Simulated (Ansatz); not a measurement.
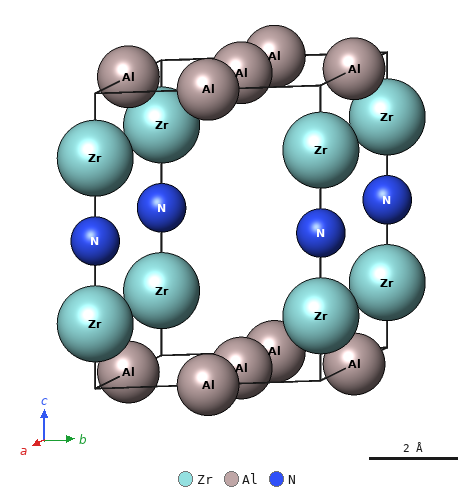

Spheres-only representation of a periodic structure, projected slightly off an axis. Atoms at the boundary of the simulation cell (the box) are drawn once for each face, edge or corner they touch.

The run was set up as follows:
```yaml
crystal:
  lattice:
    - [5.2743911561, 0.0, 0.0]
    - [-2.637195578, 4.5677567307, 0.0]
    - [0.0, 0.0, 6.7902137639]
  atoms:
    - { symbol: Zr, position: [0.0, 0.0, 0.7805359012] }
    - { symbol: Zr, position: [0.0, 0.0, 0.2194640988] }
    - { symbol: Al, position: [0.5, 0.0, 0.0] }
    - { symbol: Al, position: [0.0, 0.5, 0.0] }
    - { symbol: Al, position: [0.5, 0.5, 0.0] }
    - { symbol: "N", position: [0.0, 0.0, 0.5] }
basis:
  ecutwfc: 420
kpoints:
  mp_grid: { grid: [12, 12, 6] }
  band_path:
    path:
      - [[0.0, 0.0, 0.0], [0.5, 0.0, 0.0], [0.33333333, 0.33333333, 0.0], [0.0, 0.0, 0.0], [0.0, 0.0, 0.5], [0.5, 0.0, 0.5], [0.33333333, 0.33333333, 0.5], [0.0, 0.0, 0.5]]
      - [[0.5, 0.0, 0.5], [0.5, 0.0, 0.0]]
      - [[0.33333333, 0.33333333, 0.5], [0.33333333, 0.33333333, 0.0]]
    npoints: 14
hamiltonian:
  xc: pbe
scf:
  occupations: { method: gaussian, width: 0.1 }
  n_extra_bands: 15
output:
  forces: true
  stress: true
  eigenvalues: true
  populations: true
  dos: { projected: true, de: 0.02, nscf_kmesh: { grid: [15, 15, 8] } }
  bader: true
  write_density: true
  write_potential: true
  elf: true
  volumetric_format: npy
```
Run as:
```sh
ansatz run input.yaml --threads 1 --pin off --max-ram 2560MiB --backend cpu --events-out ev --progress --plain --runs-dir out
```

The calculation used Ansatz 0.2.0, DFT PBE, scalar-relativistic, plane waves, PAW, with a basis cut at 420 eV, k-grid 12×12×6, Gaussian smearing of 0.1 eV, no spin polarisation.

### How are the electrons shared out in a Bader analysis?

Zr +1.47 e; Al -0.51 e; N -1.40 e.

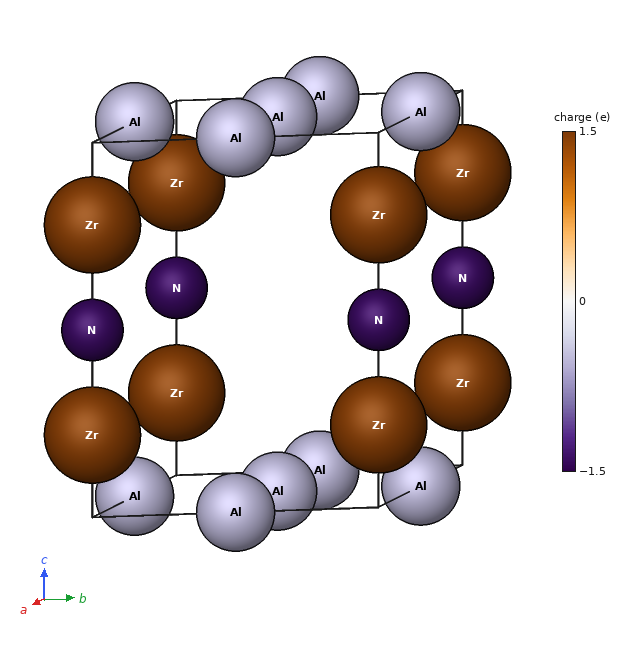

The atoms coloured by those charges.

Its origin is a random cell made by a generator, so it need not be a real form of the compound. Earlier steps of the study may have refined or changed the cell and positions. Ansatz was used for an electronic-structure calculation on it.
